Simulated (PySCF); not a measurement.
C7H3F3S, SMILES C#Cc1ccc(C(F)(F)F)s1, GFN2-xTB optimised geometry. Atoms within 1.6 Å of the plane z = 1.5 Å (x, y, z in Å): C1 (-1.97, -2.79, 0.00), C2 (-1.22, -1.85, 0.00), C3 (-0.37, -0.74, 0.00), C4 (1.00, -0.74, 0.00), C5 (1.55, 0.56, 0.00), C6 (0.58, 1.52, 0.00), C7 (0.80, 2.99, -0.01), F8 (2.09, 3.31, 0.13), F9 (0.14, 3.63, 0.98), S11 (-1.02, 0.87, 0.00), H12 (-2.60, -3.63, -0.01), H13 (1.59, -1.64, 0.00), H14 (2.60, 0.77, 0.00).

Method: PySCF with PBE/def2-TZVP.

Map of the log10 of the electron density (e/bohr³), floored at −4 on the plane z = 1.5 Å:

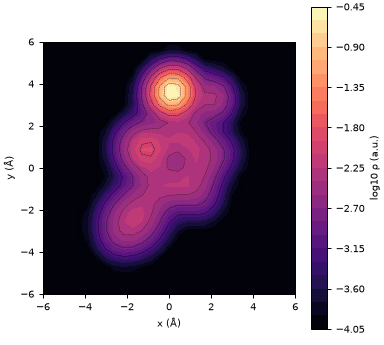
Figure: Log10 of the electron density (e/bohr³), floored at −4 on the plane z = 1.5 Å.
